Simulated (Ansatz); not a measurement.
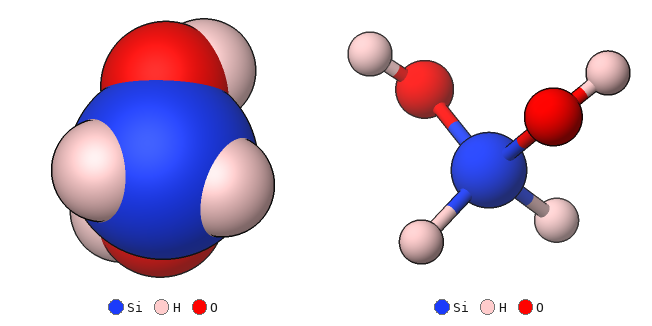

Both panels show the same species.

Give the formula.

H4O2Si, 7 atoms: 4 hydrogen, 2 oxygen and 1 silicon.

How many bonds of each kind are drawn?

2 Si–H, 2 O–Si, 2 O–H. Sticks follow a distance rule.

More results for the same structure follow; atom numbers are the same in all pictures, views and colours differ. The geometry was computed by an optimisation with PBE0-D4/def2-TZVP.

Shape

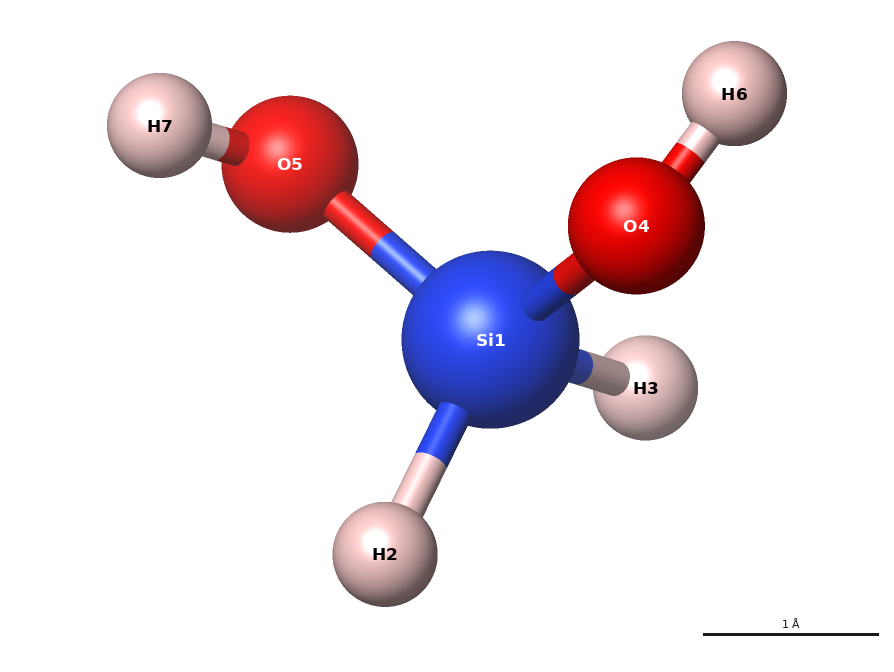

The atoms are numbered.

Estimate the angles H2–Si1–H3, H2–Si1–O4, O4–Si1–O5, Si1–O4–H6.

```json
{"angle": "H2–Si1–H3", "degrees": "112.9"}
{"angle": "H2–Si1–O4", "degrees": "103.9"}
{"angle": "O4–Si1–O5", "degrees": "113.5"}
{"angle": "Si1–O4–H6", "degrees": "117.7"}
```

Thermal motion

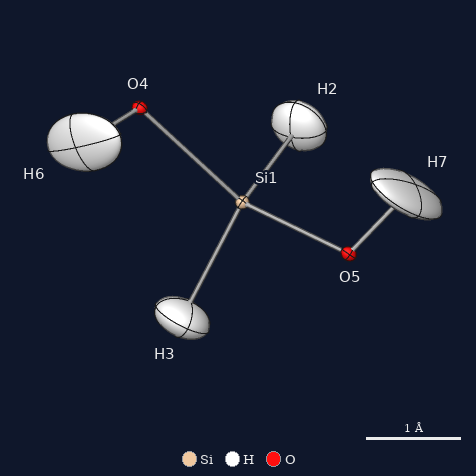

Displacement ellipsoids at the 50 % level, enlarged 1.5 times, from the internal vibrations of the free molecule (harmonic, no overall translation or rotation; no half-axis is drawn under 0.075 Å). Vibrations computed with RKS PBE0-D4/def2-TZVP (Ansatz 0.2.0). Temperature: 0 K (zero-point motion alone).

Give the displacement parameters, one line for each set of equivalent atoms.

```csv
atom,U_eq (Å²),rms amplitudes (Å)
Si1,0.00040,"0.015, 0.017, 0.026"
"H2, H3",0.0149,"0.086, 0.135, 0.138"
"O4, O5",0.00079,"0.015, 0.026, 0.038"
"H6, H7",0.0264,"0.065, 0.142, 0.234"
```

Dipole moment

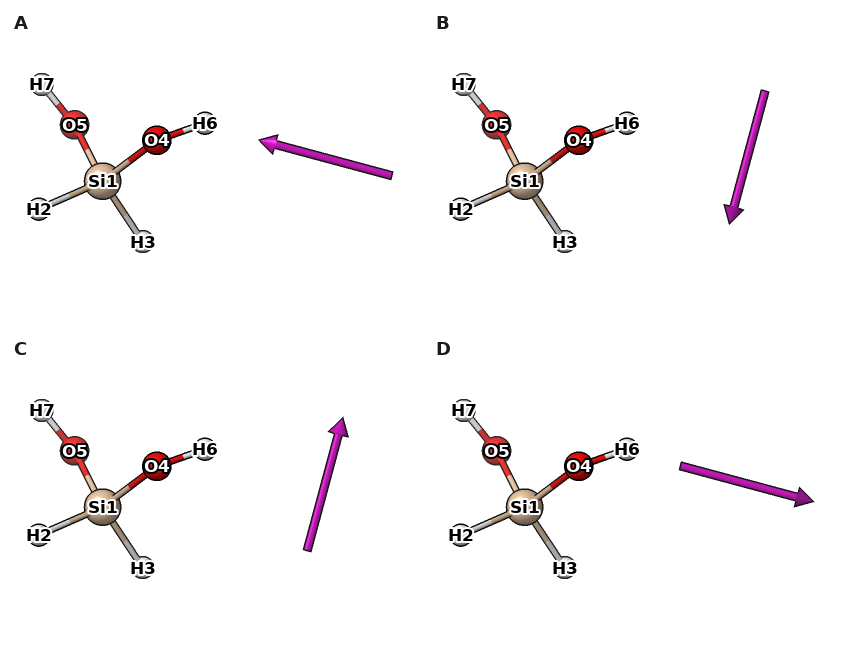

The same molecule four times, each with an arrow. Level of theory: RKS PBE0-D4/def2-TZVP (Ansatz 0.2.0).

Which arrow points along the dipole moment, from the negative to the positive end?

C. The dipole moment is 1.07 D; it points from the side of H2, H3 to the side of H6, H7 (the outermost atoms at the two ends).

Charges

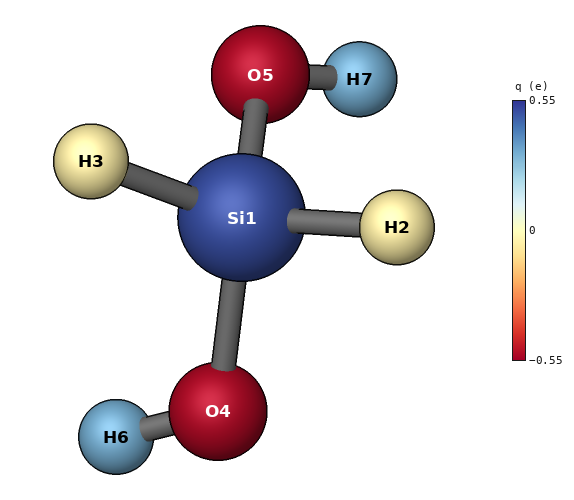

Atoms are coloured by their Mulliken charges. Level of theory: RKS PBE0-D4/def2-TZVP (Ansatz 0.2.0).

Give the Mulliken charges atom by atom.

| atom | value (e) |
| --- | --- |
| Si1 | 0.50 |
| H2 | −0.06 |
| H3 | −0.06 |
| O4 | −0.52 |
| O5 | −0.52 |
| H6 | 0.33 |
| H7 | 0.33 |

Mulliken values depend strongly on the basis set and can even reverse the polarity of a bond.
